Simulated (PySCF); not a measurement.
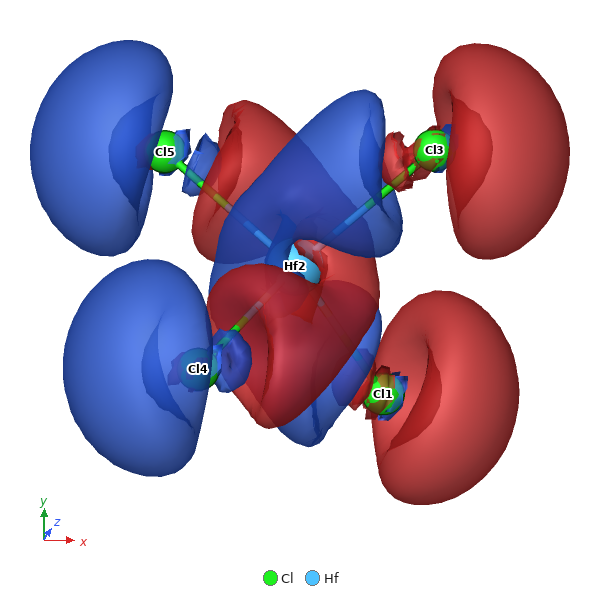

Cl4Hf, SMILES `Cl[Hf](Cl)(Cl)Cl`. Change of the electron density in a uniform field of 0.21 V/Å, surfaces at ±0.0015 e/Å³ (red: gain, blue: loss).

Method: PBE/def2-TZVP; geometry: GFN2-xTB; program: PySCF. Core potentials replace the inner electrons of Hf; spin–orbit coupling isn't included. This is a single-reference result, which may miss multireference character in this system. No frequency check shows the geometry to be a minimum. A basis without diffuse functions makes polarisabilities too small. GFN2-xTB bond lengths at metals and heavier atoms can be off by up to 0.1 Å and shapes distorted, which carries into these values.

The field was applied in both directions; the picture shows the one opposite to the script's first.

Q: Along which Cartesian direction does the field point?

A: Along −x: electrons gather on the +x side, against the field.

Q: How large is the response?

A: The induced dipole is 0.87 D (along the field); α along this axis, from the fields in both directions, is 85 bohr³ (12.6 Å³).

Cost of the run: 69 s on 1 thread of Intel(R) Xeon(R) Platinum 8259CL CPU @ 2.50GHz (Skylake/Cascade Lake), on a shared host, peak memory 0.65 GiB.
